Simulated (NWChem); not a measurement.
# One shape, several levels: GeSiH3F3 (SMILES F[Si](F)(F)[GeH3])

Wanted: a comparison of 3 runs (HF/STO-3G, HF/3-21G, B3LYP/6-31G*) of GeSiH3F3. 

Program for the calculation: NWChem 7.3.0.

### 1 The molecule

GeSiH3F3 has 8 atoms, charge 0, and is taken as a singlet. As SMILES, `F[Si](F)(F)[GeH3]`. The coordinates come from a PBE0-D4/def2-TZVP relaxation.

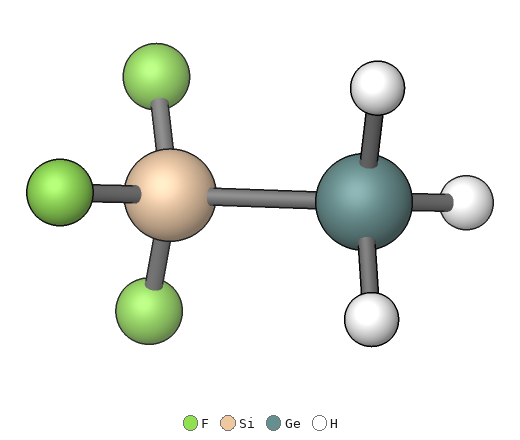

Viewed from a chosen angle; fluorine green, silicon light orange, germanium teal, hydrogen white.

### 2 Energy and gradient at HF/STO-3G (run 1)

The input, struct.nw:

```
start struct
title "F3GeH3Si"
memory stack 880 mb heap 220 mb global 1100 mb

geometry units angstrom noautosym nocenter noautoz
   F     1.798400   -0.601900    1.268700
   Si    0.575300   -0.950500    0.329300
   F    -0.359400   -1.938600    1.135500
   F     1.152900   -1.760500   -0.899700
   Ge   -0.584300    0.990000   -0.362400
   H    -1.100200    1.733500    0.874700
   H    -1.763200    0.579500   -1.251800
   H     0.372600    1.891600   -1.150100
end

basis spherical bse
   * library STO-3G
end

scf
   thresh 1e-08
   maxiter 80
   noprint "final vectors analysis"
end

task scf gradient
```

The run is started by

```
nwchem struct.nw > struct.out
```

Log:

```text
[...]
  functions       =    45
[...]
  wavefunction    = RHF
[...]
         Total SCF energy =  -2633.312364649202
      One-electron energy =  -4631.117175739115
      Two-electron energy =   1530.275758507199
 Nuclear repulsion energy =    467.529052582714
        Time for solution =      2.7s
[...]
                         RHF ENERGY GRADIENTS
    atom               coordinates                        gradient
                 x          y          z           x          y          z
   1 F       3.398483  -1.137426   2.397495   -0.014856  -0.000288  -0.011058
   2 Si      1.087159  -1.796185   0.622287    0.020233  -0.033837   0.012113
   3 F      -0.679168  -3.663423   2.145784    0.007794   0.013750  -0.009670
   4 F       2.178665  -3.326863  -1.700186   -0.008060   0.011847   0.011656
   5 Ge     -1.104167   1.870829  -0.684837    0.011590  -0.019344   0.006882
   6 H      -2.079077   3.275840   1.652943   -0.012778   0.018167   0.033668
   7 H      -3.331965   1.095096  -2.365559   -0.030498  -0.012665  -0.023158
   8 H       0.704112   3.574606  -2.173374    0.026576   0.022369  -0.020433
[...]
```

It took 4.5 s on 1 thread of AMD EPYC 9R14 (Zen 4), shared host; peak memory 0.1 GiB.

### 3 Energy and forces at HF/3-21G (run 2)

The input, run.nw:

```
start run
memory 2200 mb
charge 0

geometry noautosym nocenter noautoz
   F      1.798400    -0.601900     1.268700
   Si     0.575300    -0.950500     0.329300
   F     -0.359400    -1.938600     1.135500
   F      1.152900    -1.760500    -0.899700
   Ge    -0.584300     0.990000    -0.362400
   H     -1.100200     1.733500     0.874700
   H     -1.763200     0.579500    -1.251800
   H      0.372600     1.891600    -1.150100
end

basis spherical bse
   * library 3-21G
end

scf
   thresh 1e-08
   maxiter 80
end

task scf gradient
```

The run is started by

```
nwchem run.nw > run.out
```

Log:

```text
[...]
  functions       =    68
[...]
  wavefunction    = RHF
[...]
         Total SCF energy =  -2651.357695018296
      One-electron energy =  -4633.114132820512
      Two-electron energy =   1514.227385219503
 Nuclear repulsion energy =    467.529052582714
        Time for solution =      3.1s
[...]
                         RHF ENERGY GRADIENTS
    atom               coordinates                        gradient
                 x          y          z           x          y          z
   1 F       3.398483  -1.137426   2.397495   -0.021243  -0.002112  -0.015953
   2 Si      1.087159  -1.796185   0.622287    0.020487  -0.034269   0.012272
   3 F      -0.679168  -3.663423   2.145784    0.012675   0.018899  -0.013884
   4 F       2.178665  -3.326863  -1.700186   -0.011064   0.016072   0.018068
   5 Ge     -1.104167   1.870829  -0.684837    0.001646  -0.002704   0.000951
   6 H      -2.079077   3.275840   1.652943   -0.000941   0.001529   0.000120
   7 H      -3.331965   1.095096  -2.365559   -0.001247   0.001021  -0.000809
   8 H       0.704112   3.574606  -2.173374   -0.000313   0.001563  -0.000766
[...]
```

Wall time 5.1 s (1 thread of AMD EPYC 9R14 (Zen 4), shared host); peak memory 0.099 GiB.

### 4 Energy and forces at B3LYP/6-31G(d) (Cartesian functions) (run 3)

The input, run.py:

```python
from ase import Atoms
from ase.calculators.nwchem import NWChem

atoms = Atoms(['F', 'Si', 'F', 'F', 'Ge', 'H', 'H', 'H'], positions=[
    [1.798400, -0.601900, 1.268700],
    [0.575300, -0.950500, 0.329300],
    [-0.359400, -1.938600, 1.135500],
    [1.152900, -1.760500, -0.899700],
    [-0.584300, 0.990000, -0.362400],
    [-1.100200, 1.733500, 0.874700],
    [-1.763200, 0.579500, -1.251800],
    [0.372600, 1.891600, -1.150100],
])

calc = NWChem(
    label='mymol',
    theory='dft',
    memory='2200 mb',
    basis='6-31G*',
    dft={'xc': 'b3lyp', 'mult': '1', 'grid': 'fine', 'convergence': 'energy 1e-08', 'iterations': '100', 'mulliken': None},
)
atoms.calc = calc

forces = atoms.get_forces()
print(f"energy = {atoms.get_potential_energy():.6f} eV")
print("forces (eV/A):")
for s, f in zip(atoms.symbols, forces):
    print(f"{s:2s} {f[0]:10.5f} {f[1]:10.5f} {f[2]:10.5f}")
print("dipole (e A):", atoms.get_dipole_moment().round(4))
```

The run is started by

```
export ASE_NWCHEM_COMMAND="nwchem PREFIX.nwi > PREFIX.nwo"
python run.py
```

Log:

```text
energy = -72593.917124 eV
forces (eV/A):
F     0.54790    0.19890    0.42377
Si   -0.27773    0.46383   -0.16758
F    -0.45678   -0.42351    0.36278
F     0.24595   -0.33949   -0.58328
Ge    0.05106   -0.08829    0.03214
H    -0.06037    0.09050    0.09559
H    -0.11632   -0.00782   -0.08603
H     0.06633    0.10583   -0.07734
dipole (e A): [-0.1941  0.3249 -0.1158]
```

The calculator wrote mymol.nwi:

```
title "mymol"

permanent_dir mymol

scratch_dir mymol

start mymol

geometry units angstrom nocenter noautosym noautoz
  F  1.7984000000000000e+00 -6.0189999999999999e-01 1.2686999999999999e+00
  Si 5.7530000000000003e-01 -9.5050000000000001e-01 3.2929999999999998e-01
  F  -3.5940000000000000e-01 -1.9386000000000001e+00 1.1355000000000000e+00
  F  1.1529000000000000e+00 -1.7605000000000000e+00 -8.9970000000000006e-01
  Ge -5.8430000000000004e-01 9.8999999999999999e-01 -3.6240000000000000e-01
  H  -1.1002000000000001e+00 1.7335000000000000e+00 8.7470000000000003e-01
  H  -1.7632000000000001e+00 5.7950000000000002e-01 -1.2518000000000000e+00
  H  3.7259999999999999e-01 1.8915999999999999e+00 -1.1500999999999999e+00
end

memory 2200 mb

basis noprint
   * library 6-31G*
end

dft
  xc b3lyp
  mult 1
  grid fine
  convergence energy 1e-08
  iterations 100
  mulliken
end

task dft gradient
```

mymol.nwo:

```text
Northwest Computational Chemistry Package (NWChem) 7.3.0
             --------------------------------------------------------

           Job information
           ---------------

    nwchem branch   = 7.3.0
    use scalapack   = T
    input           = mymol.nwi
    prefix          = mymol.
    data base       = mymol/mymol.db
    status          = startup
    nproc           =        1

           Memory information
           ------------------

    heap     =     72089596 doubles =      550.0 Mbytes
    stack    =     72089601 doubles =      550.0 Mbytes
    global   =    144179200 doubles =     1100.0 Mbytes (distinct from heap & stack)
    total    =    288358397 doubles =     2200.0 Mbytes
    verify   = yes
    hardfail = no

[... 109 lines left out ...]
  convergence criterion.
[... 41 lines left out ...]
          Spatial weights used:  Erf1
[... 79 lines left out ...]
         Total DFT energy =    -2667.777270111083
[... 3 lines left out ...]
 Nuclear repulsion energy =      467.529052582713
[... 807 lines left out ...]
          Convergence on gradient requested:  5.00D-04
[... 28 lines left out ...]
          total energy or number of iterations.
[... 26 lines left out ...]
                         DFT ENERGY GRADIENTS

    atom               coordinates                        gradient
                 x          y          z           x          y          z
   1 F       3.398483  -1.137426   2.397495   -0.010655  -0.003868  -0.008241
   2 Si      1.087159  -1.796185   0.622287    0.005401  -0.009020   0.003259
   3 F      -0.679168  -3.663423   2.145784    0.008883   0.008236  -0.007055
[... 4 lines of this table left out ...]
   8 H       0.704112   3.574606  -2.173374   -0.001290  -0.002058   0.001504

                 ----------------------------------------
                 |  Time  |  1-e(secs)   |  2-e(secs)   |
                 ----------------------------------------
                 |  CPU   |       0.01   |       8.54   |
                 ----------------------------------------
                 |  WALL  |       0.01   |       8.54   |
                 ----------------------------------------

 Task  times  cpu:       33.3s     wall:       33.3s
 Total times  cpu:       33.4s     wall:       33.4s
```

Wall time 35 s (1 thread of AMD EPYC 9R14 (Zen 4), shared host); peak memory 0.13 GiB.

### 5 The series

| run | level | Cartesian functions | iteration cap | energy (Eh) | dipole moment (D) | largest force (eV/Å) | wall time |
| --- | --- | --- | --- | --- | --- | --- | --- |
| 1 | HF/STO-3G | no | 80 | -2633.312365 | 1.39 | 2.121 | 4.5 s |
| 2 | HF/3-21G | no | 80 | -2651.357695 | 2.83 | 2.148 | 5.1 s |
| 3 | B3LYP/6-31G* (Cartesian functions) | yes | 100 | -2667.777270 | 1.90 | 0.721 | 35 s |

### 6 Summary of results

| quantity | value |
| --- | --- |
| run 3: total energy | -2667.77727 Eh |
| run 3: dipole moment | 1.90 D |
| run 3: HOMO energy | -8.86 eV |
| run 3: LUMO energy | 0.23 eV |
| run 3: HOMO–LUMO gap | 9.08 eV |
| run 3: largest force on an atom | 0.721 eV/Å |

The dipole moment (its size) runs from 1.39 D (HF/STO-3G) to 2.83 D (HF/3-21G). In run 1 the basis is minimal, so the values are rough. All runs together took 44 s, the longest 35 s.
